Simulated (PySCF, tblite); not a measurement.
# C₄H₁₂O₂Si: geometry, infrared bands and NMR shifts

Aim: predict the infrared bands and NMR shifts of C₄H₁₂O₂Si (`C[SiH2]O[C@@H](C)CO`).

Computed with tblite 0.8.0 and PySCF 2.14.0, with density-fitted response routines of our own, on a single molecule in the gas phase. Atoms are numbered from 0 throughout.

### Step 1. Starting geometry

19 atoms, charge 0, multiplicity 1; geometry from: force field or distance geometry start.

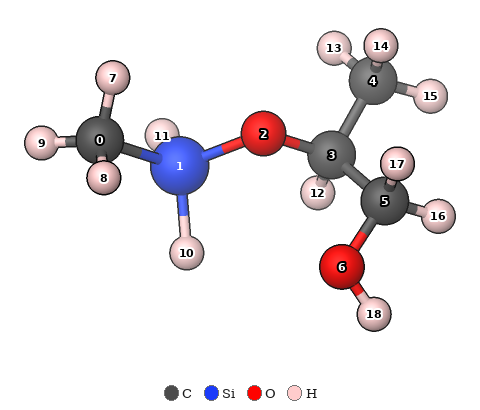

The starting geometry (carbon dark grey, silicon blue, oxygen red, hydrogen pink), atoms numbered; sticks join atoms by distance.

### Step 2. Geometry optimisation with GFN2-xTB

What the job is given:

```
{"job": {"kind": "relax", "xc": "GFN2-xTB", "basis": "xTB"}, "charge": 0, "multiplicity": 1}
C      3.114600    -0.367900     0.078600
Si     1.486600     0.278600     0.803000
O      0.340900     0.087000    -0.404600
C     -0.972200     0.338400    -0.038100
C     -1.478600     1.428300    -0.933900
C     -1.817000    -0.920600    -0.290300
O     -1.251900    -1.953800     0.477500
H      3.159700     0.098100    -0.943900
H      3.089400    -1.461900    -0.011200
H      3.978900    -0.041800     0.649700
H      1.056200    -0.569900     1.955900
H      1.627000     1.636600     1.316400
H     -1.033700     0.611200     1.051000
H     -0.862400     2.331900    -0.737600
H     -1.314200     1.084600    -1.993200
H     -2.558100     1.590000    -0.718800
H     -2.849600    -0.685300    -0.003600
H     -1.738500    -1.197100    -1.360700
H     -1.986800    -2.277100     1.096400
```

Launch:

```console
> OMP_NUM_THREADS=1 python probes_run.py task.json out
```

The driver reads the jobs from task.json and runs them one after another.

What it wrote:

```text
step      E/eV     max force
  0    -668.50377    2.619
  1    -668.72528    0.869
  2    -668.78721    0.567
  3    -668.82956    0.433
  4    -668.84962    0.402
  5    -668.87047    0.333
  6    -668.88421    0.300
  7    -668.89453    0.232
  8    -668.90021    0.171
  9    -668.90439    0.177
 10    -668.90890    0.190
 11    -668.91422    0.221
 12    -668.92020    0.195
 13    -668.92593    0.200
 14    -668.93059    0.178
 15    -668.93518    0.218
 16    -668.94079    0.227
 17    -668.94651    0.178
 18    -668.95206    0.196
 19    -668.95806    0.171
 20    -668.96510    0.239
 21    -668.97415    0.307
 22    -668.98584    0.352
 23    -668.99866    0.353
 24    -669.00982    0.278
 25    -668.96001    1.892
 26    -669.02098    0.167
 27    -669.02501    0.125
 28    -669.03308    0.449
 29    -669.03593    0.160
 30    -669.03942    0.190
 31    -669.04415    0.180
 32    -669.04740    0.144
 33    -669.04937    0.097
 34    -669.05130    0.074
 35    -669.05241    0.083
 36    -669.05351    0.072
 37    -669.05458    0.085
 38    -669.05532    0.083
 39    -669.05581    0.065
 40    -669.05634    0.059
 41    -669.05712    0.090
 42    -669.05788    0.079
 43    -669.05836    0.048
 44    -669.05861    0.036
 45    -669.05884    0.042
 46    -669.05909    0.051
 47    -669.05933    0.035
 48    -669.05949    0.031
 49    -669.05963    0.029
 50    -669.05977    0.034
 51    -669.05991    0.031
 52    -669.06002    0.025
 53    -669.06011    0.021
 54    -669.06020    0.025
 55    -669.06029    0.026
 56    -669.06037    0.022
 57    -669.06045    0.021
 58    -669.06052    0.023
 59    -669.06060    0.029
 60    -669.06067    0.020
 61    -669.06072    0.021
 62    -669.06077    0.022
 63    -669.06084    0.028
 64    -669.06094    0.034
 65    -669.06106    0.027
 66    -669.06119    0.032
 67    -669.06136    0.048
 68    -669.06160    0.064
 69    -669.06195    0.075
 70    -669.06240    0.073
 71    -669.06288    0.068
 72    -669.06340    0.061
 73    -669.06401    0.079
 74    -669.06456    0.082
 75    -669.06485    0.055
 76    -669.06484    0.072
 77    -669.06511    0.026
 78    -669.06519    0.021
 79    -669.06530    0.021
 80    -669.06537    0.020
 81    -669.06550    0.023
 82    -669.06563    0.024
 83    -669.06574    0.022
 84    -669.06580    0.020
 85    -669.06587    0.022
 86    -669.06598    0.025
 87    -669.06619    0.031
 88    -669.06654    0.045
 89    -669.06706    0.061
 90    -669.06783    0.080
 91    -669.06877    0.085
 92    -669.06996    0.085
 93    -669.07073    0.093
 94    -669.07188    0.081
 95    -669.07299    0.085
 96    -669.07439    0.095
 97    -669.07517    0.073
 98    -669.07584    0.066
 99    -669.07587    0.074
100    -669.07633    0.043
101    -669.07656    0.035
102    -669.07692    0.042
103    -669.07721    0.029
104    -669.07739    0.026
105    -669.07754    0.027
106    -669.07770    0.027
107    -669.07788    0.028
108    -669.07808    0.036
109    -669.07828    0.038
110    -669.07848    0.035
111    -669.07866    0.026
112    -669.07881    0.021
113    -669.07894    0.025
114    -669.07906    0.028
115    -669.07921    0.033
116    -669.07942    0.049
117    -669.07969    0.048
118    -669.08000    0.041
119    -669.08041    0.049
120    -669.08103    0.076
121    -669.08189    0.109
122    -669.08289    0.089
123    -669.08358    0.068
124    -669.08418    0.058
125    -669.08510    0.081
126    -669.08697    0.117
127    -669.08873    0.111
128    -669.09020    0.111
129    -669.09099    0.105
130    -669.09223    0.103
131    -669.09336    0.069
132    -669.09626    0.129
133    -669.09760    0.109
134    -669.09940    0.095
135    -669.10145    0.097
136    -669.10294    0.104
137    -669.10470    0.107
138    -669.10386    0.225
139    -669.10632    0.098
140    -669.10697    0.082
141    -669.11017    0.098
142    -669.11162    0.110
143    -669.11338    0.137
144    -669.11528    0.118
145    -669.11718    0.158
146    -669.11944    0.152
147    -669.11974    0.193
148    -669.12292    0.132
149    -669.12445    0.138
150    -669.12631    0.099
151    -669.13032    0.104
152    -669.13310    0.122
153    -669.13573    0.166
154    -669.13832    0.103
155    -669.14056    0.119
156    -669.14206    0.147
157    -669.14340    0.110
158    -669.14482    0.083
159    -669.14687    0.152
160    -669.14852    0.114
161    -669.14939    0.121
162    -669.15051    0.072
163    -669.15124    0.040
164    -669.15194    0.060
165    -669.15250    0.066
166    -669.15311    0.051
167    -669.15377    0.052
168    -669.15434    0.050
169    -669.15483    0.044
170    -669.15530    0.054
171    -669.15579    0.058
172    -669.15640    0.061
173    -669.15727    0.069
174    -669.15821    0.078
175    -669.15912    0.086
176    -669.16005    0.075
177    -669.16098    0.057
178    -669.16168    0.055
179    -669.16205    0.056
180    -669.16228    0.047
181    -669.16251    0.045
182    -669.16284    0.042
183    -669.16314    0.036
184    -669.16338    0.035
185    -669.16355    0.030
186    -669.16375    0.029
187    -669.16398    0.037
188    -669.16425    0.047
189    -669.16453    0.045
190    -669.16483    0.043
191    -669.16518    0.051
192    -669.16567    0.072
193    -669.16622    0.078
194    -669.16663    0.050
195    -669.16678    0.027
196    -669.16682    0.019
197    -669.16686    0.015
198    -669.16689    0.020
199    -669.16693    0.017
200    -669.16697    0.015
201    -669.16699    0.010
202    -669.16701    0.011
203    -669.16703    0.011
204    -669.16705    0.009
```

Wall time 2.5 s (1 thread of Arm Neoverse N1, shared host).

Step by step: (not every step is listed)

```csv
step,energy from step 0 (eV),largest force (eV/Å)
0,0.0000,2.6186
1,-0.2215,0.8692
2,-0.2834,0.5667
3,-0.3258,0.4333
4,-0.3458,0.4022
5,-0.3667,0.3334
6,-0.3804,0.3004
7,-0.3908,0.2320
8,-0.3964,0.1712
27,-0.5212,0.1255
46,-0.5553,0.0508
65,-0.5573,0.0269
84,-0.5620,0.0197
103,-0.5734,0.0289
122,-0.5791,0.0887
141,-0.6064,0.0979
160,-0.6447,0.1144
179,-0.6583,0.0557
198,-0.6631,0.0197
199,-0.6632,0.0175
200,-0.6632,0.0147
201,-0.6632,0.0105
202,-0.6632,0.0114
203,-0.6633,0.0112
204,-0.6633,0.0094
```

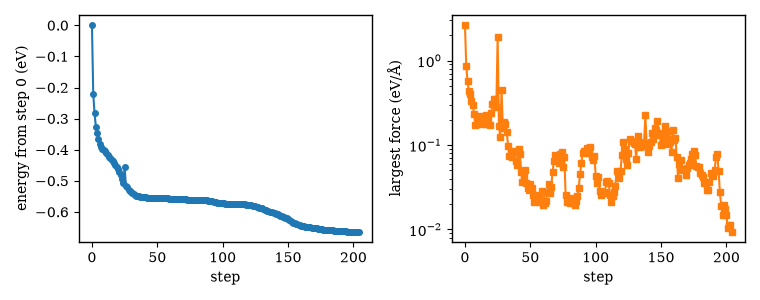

Energy and largest force along the relaxation.

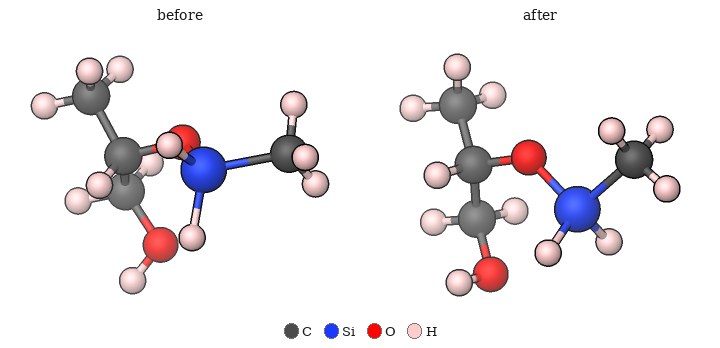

The geometry before (left) and after (right).

Close pairs (by a distance rule), those that changed most:

```csv
bond,before (Å),after (Å),change (Å)
O6–H18,1.014,0.964,-0.050
Si1–O2,1.676,1.626,-0.049
C0–H7,1.125,1.085,-0.039
C4–H14,1.126,1.087,-0.039
Si1–H10,1.495,1.463,-0.032
C3–C4,1.499,1.526,+0.027
C4–H15,1.113,1.087,-0.026
C4–H13,1.111,1.086,-0.025
```

The final coordinates are the input of the step that follows.

### Step 3. Harmonic vibrations with GFN2-xTB

What the job is given:

```
{"job": {"kind": "ir", "xc": "GFN2-xTB", "basis": "xTB"}, "charge": 0, "multiplicity": 1}
C      3.043244     0.020023     0.062499
Si     1.345706    -0.568595     0.657508
O      0.361430     0.427448    -0.169216
C     -1.022033     0.571503    -0.104452
C     -1.520531     1.207684    -1.398464
C     -1.704921    -0.776078     0.147299
O     -1.266428    -1.366376     1.341455
H      3.175329     1.088639     0.197020
H      3.207287    -0.201422    -0.986947
H      3.818655    -0.484182     0.628972
H      1.165614    -1.982108     0.326898
H      1.230850    -0.361594     2.108296
H     -1.256292     1.236696     0.745826
H     -0.995587     2.143504    -1.568442
H     -1.322539     0.542445    -2.234757
H     -2.587982     1.402496    -1.340213
H     -2.795132    -0.643780     0.147366
H     -1.426383    -1.473858    -0.644011
H     -1.460090    -0.773195     2.075900
```

What it wrote:

```text
mode    cm-1     km/mol
  1      68.1      1.99
  2      98.3      1.15
  3     114.6      2.70
  4     122.9     10.18
  5     148.0      3.62
  6     186.6      1.72
  7     191.6      5.81
  8     288.9      9.12
  9     319.2      2.17
 10     395.8    155.53
 11     472.7     17.26
 12     512.6     35.53
 13     532.1     95.99
 14     664.7     13.49
 15     706.9     76.09
 16     760.3     10.69
 17     773.3     68.15
 18     807.8    280.37
 19     828.0     94.16
 20     859.4    169.53
 21     898.5     61.71
 22     937.6     12.58
 23    1010.1     54.10
 24    1062.6    101.97
 25    1100.0     61.26
 26    1119.9     13.45
 27    1174.2    123.72
 28    1189.8     76.27
 29    1282.6     16.06
 30    1321.5     65.20
 31    1322.8     19.08
 32    1344.5     16.19
 33    1379.6      8.92
 34    1397.3     11.92
 35    1460.8      0.90
 36    1475.3      3.14
 37    1490.8      4.30
 38    1496.4      0.36
 39    1502.0      0.05
 40    2180.5    378.80
 41    2251.6    232.20
 42    2813.4     85.27
 43    2894.8     75.85
 44    3001.3     19.95
 45    3041.6     34.49
 46    3046.6      8.23
 47    3047.3     60.88
 48    3049.2     23.11
 49    3052.7     15.63
 50    3058.7     36.66
 51    3535.7     10.23
```

It took 1.1 s on 1 thread of Arm Neoverse N1, shared host.

The strongest bands and the atoms that carry them (share of the mass-weighted mode):

```csv
cm⁻¹,km/mol,atoms
396,155.5,H18 74 %
532,96.0,"H11 16 %, H10 16 %, O2 13 %"
808,280.4,"H10 45 %, H11 40 %, Si1 11 %"
859,169.5,"H9 31 %, C0 13 %, H7 11 %"
1063,102.0,"H18 21 %, H17 16 %"
1174,123.7,"C3 35 %, H17 17 %, O2 13 %"
2180,378.8,H11 93 %
2252,232.2,H10 93 %
```

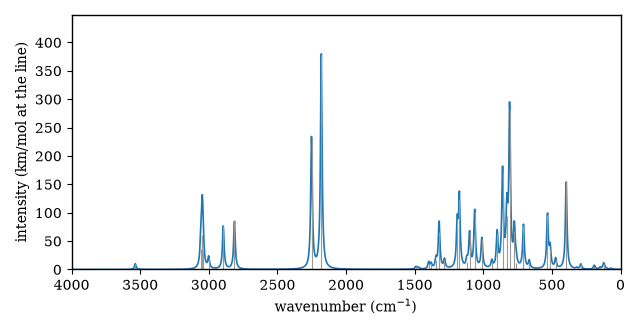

The infrared spectrum from these modes, unscaled. Lines are broadened to a width of 14 cm⁻¹ (Lorentzian).

### Step 4. NMR shieldings: PBE0/pcSseg-1

Same as in step 3 but for these lines:

```diff
@@ -1,2 +1,2 @@
-{"job": {"kind": "ir", "xc": "GFN2-xTB", "basis": "xTB"}, "charge": 0, "multiplicity": 1}
+{"job": {"kind": "nmr", "xc": "PBE0", "basis": "pcSseg-1"}, "charge": 0, "multiplicity": 1}
 C      3.043244     0.020023     0.062499
```

Level: GIAO PBE0/pcSseg-1 NMR shielding, non-relativistic, gas phase.

What it wrote:

```text
coarse grid: 15584 points
cycle   1  E = -598.8811595714  dE =  7.192e-01  |g| = 9.021e-01  |ddm| = 3.659e+00
cycle   2  E = -598.7087248466  dE =  1.724e-01  |g| = 1.325e+00  |ddm| = 1.883e+00
cycle   3  E = -599.0312468077  dE = -3.225e-01  |g| = 1.282e-01  |ddm| = 1.295e+00
cycle   4  E = -599.0340683354  dE = -2.822e-03  |g| = 4.887e-02  |ddm| = 1.230e-01
cycle   5  E = -599.0345528419  dE = -4.845e-04  |g| = 1.091e-02  |ddm| = 4.107e-02
cycle   6  E = -599.0345694754  dE = -1.663e-05  |g| = 4.585e-03  |ddm| = 1.086e-02
cycle   7  E = -599.0345736783  dE = -4.203e-06  |g| = 3.620e-04  |ddm| = 4.038e-03
final grid: 143640 points
cycle   8  E = -599.0964877897  dE = -3.744e-05  |g| = 1.203e-02  |ddm| = 2.638e-02
cycle   9  E = -599.0964616063  dE =  2.618e-05  |g| = 1.699e-02  |ddm| = 1.887e-02
cycle  10  E = -599.0965160143  dE = -5.441e-05  |g| = 1.417e-03  |ddm| = 1.177e-02
cycle  11  E = -599.0965164265  dE = -4.122e-07  |g| = 1.958e-04  |ddm| = 1.375e-03
cycle  12  E = -599.0965164340  dE = -7.459e-09  |g| = 8.488e-05  |ddm| = 2.521e-04
cycle  13  E = -599.0965164352  dE = -1.195e-09  |g| = 2.842e-05  |ddm| = 8.547e-05
cycle  14  E = -599.0965164353  dE = -1.393e-10  |g| = 5.148e-06  |ddm| = 2.549e-05
converged SCF energy = -599.0965164353

GIAO shielding tensors (ppm)
atom      isotropic    diamagn.    paramagn.     s11        s22        s33       span
  0 C      187.133     254.082     -66.950    175.316    190.359    195.722     20.406
  1 Si     376.200     881.305    -505.105    325.308    376.689    426.602    101.294
  2 O      290.220     400.802    -110.583    253.144    301.453    316.063     62.919
  3 C      110.714     242.218    -131.504     92.340    104.644    135.159     42.819
  4 C      165.558     247.575     -82.017    147.947    160.018    188.708     40.760
  5 C      113.787     247.279    -133.492     83.934    109.796    147.630     63.696
  6 O      287.499     390.930    -103.431    242.585    272.328    347.584    104.999
  7 H       31.468      31.563      -0.095     27.261     29.557     37.586     10.325
  8 H       31.391      31.556      -0.165     27.309     29.298     37.568     10.259
  9 H       32.182      28.749       3.433     28.150     28.632     39.765     11.615
 10 H       26.541      31.071      -4.530     22.032     26.608     30.984      8.951
 11 H       26.750      31.388      -4.638     22.495     26.644     31.111      8.617
 12 H       27.960      31.959      -3.999     24.626     26.513     32.741      8.115
 13 H       30.104      29.776       0.328     26.058     28.198     36.055      9.997
 14 H       30.665      30.355       0.310     27.304     29.089     35.603      8.298
 15 H       30.915      29.086       1.829     26.504     28.461     37.778     11.274
 16 H       27.782      30.015      -2.233     22.092     28.922     32.334     10.242
 17 H       28.046      31.192      -3.146     24.526     28.018     31.592      7.066
 18 H       31.474      33.042      -1.568     24.210     27.825     42.388     18.178
```

Wall time 55 s (1 thread of Arm Neoverse N1, shared host); peak memory 0.84 GiB.

The references, computed at this level on geometries of the same kind, shield at (ppm): 1H TMS 31.72, 13C TMS 186.9, 29Si TMS 349.2, 17O H2O 336.1. Their shielding less the atom's gives the shift. The references are single molecules in the gas phase, so shifts against H2O, NH3, PH3, H3PO4 or CFCl3 are not on the usual liquid scales and can be off by tens of ppm. Atoms listed in one row are averaged.

```
        atoms                               environment  σ (ppm)  δ (ppm)  δ scaled to CDCl3
           C3                        sp3 CH bonded to O    110.7     76.2               72.5
           C5                       sp3 CH2 bonded to O    113.8     73.1               69.5
           C4                             methyl carbon    165.6     21.4               18.9
           C0                methyl carbon bonded to Si    187.1     -0.2               -2.1
          H10      hydrogen on a silicon bonded to C, O    26.54     5.18                  –
          H11      hydrogen on a silicon bonded to C, O    26.75     4.97                  –
          H16        hydrogen on an sp3 CH2 bonded to O    27.78     3.93               3.81
          H12         hydrogen on an sp3 CH bonded to O    27.96     3.76               3.65
          H17        hydrogen on an sp3 CH2 bonded to O    28.05     3.67               3.57
H13, H14, H15               hydrogen on a methyl carbon    30.56     1.16               1.19
          H18             hydrogen on an alcohol oxygen    31.47     0.24                  –
   H7, H8, H9  hydrogen on a methyl carbon bonded to Si    31.68     0.04               0.14
          Si1               silicon bonded to C, O, 2 H    376.2    -27.0                  –
           O6                            alcohol oxygen    287.5     48.6                  –
           O2                    oxygen bonded to C, Si    290.2     45.9                  –
```

The scaled column applies a straight-line fit of computed shieldings to shifts measured in CDCl3 (root-mean-square error 0.16 ppm for H, 1.9 ppm for C).

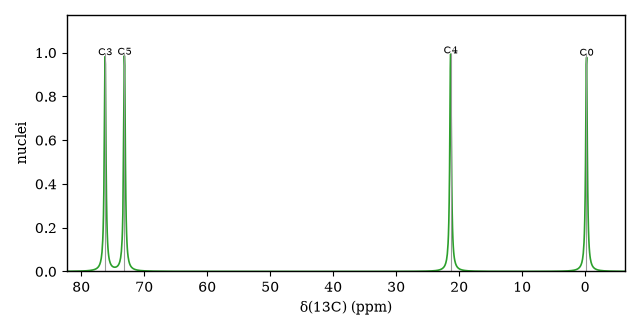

13C lines at the computed shifts, without couplings. Lines are broadened to a width of 0.31 ppm (Lorentzian).

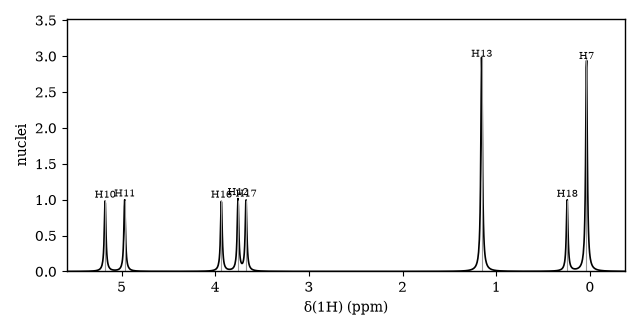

1H lines at the computed shifts, without couplings. Lines are broadened to a width of 0.02 ppm (Lorentzian).

The run also stored atomic charges by several schemes (e):

```csv
atoms,Mulliken,IAO,Hirshfeld,ESP fit
C0,-0.63,-0.74,-0.22,-0.77
Si1,0.84,1.01,0.37,0.80
O2,-0.63,-0.64,-0.22,-0.45
C3,-0.02,0.09,0.04,0.34
C4,-0.23,-0.43,-0.12,-0.61
C5,0.07,-0.07,0.00,0.06
O6,-0.44,-0.53,-0.19,-0.60
```

IAO charges:

C0 -0.74; Si1 1.01; O2 -0.64; C3 0.09; C4 -0.43; C5 -0.07; O6 -0.53; H7 0.16; H8 0.15; H9 0.15; H10 -0.16; H11 -0.17; H12 0.11; H13 0.16; H14 0.15; H15 0.14; H16 0.12; H17 0.15; H18 0.35

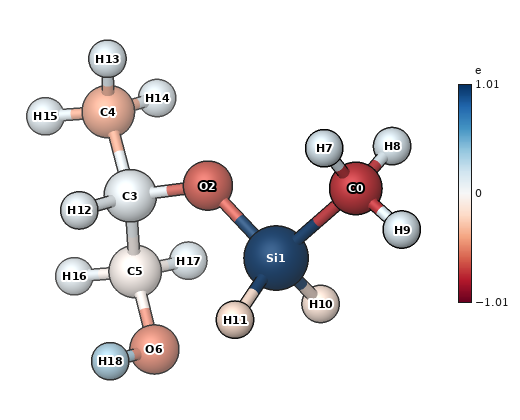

IAO charges, as colours on the atoms.

Mayer bond orders: C0–Si1 0.93, Si1–O2 0.94, O2–C3 0.88, C3–C4 1.04, C3–C5 1.01, C5–O6 0.93.

### Step 5. Results

```
                                                              quantity                                               value
                             strongest single infrared mode (GFN2-xTB)                               2180 cm⁻¹, 379 km/mol
                                          zero-point energy (GFN2-xTB)                                       96.9 kcal/mol
                                13C shifts against TMS (PBE0/pcSseg-1)                          76.2, 73.1, 21.4, -0.2 ppm
1H shifts against TMS (PBE0/pcSseg-1, means over atoms taken as alike)  5.18, 4.97, 3.93, 3.76, 3.67, 1.16, 0.24, 0.04 ppm
                               29Si shifts against TMS (PBE0/pcSseg-1)                                           -27.0 ppm
                                17O shifts against H2O (PBE0/pcSseg-1)                                      48.6, 45.9 ppm
```

In words: Over 204 steps the energy fell by 0.663 eV; of the close pairs, O6–H18 changed most, 1.014 to 0.964 Å. No mode is imaginary among the 51: a minimum at this level. The strongest single mode, at 2180 cm⁻¹, moves mainly H11. Unscaled tight-binding wavenumbers are off by several per cent, some by more. Its intensities can rank the bands wrongly. C3 (sp3 CH bonded to O) lies farthest downfield among carbon, at 76.2 ppm; pulled downfield by the heteroatom.
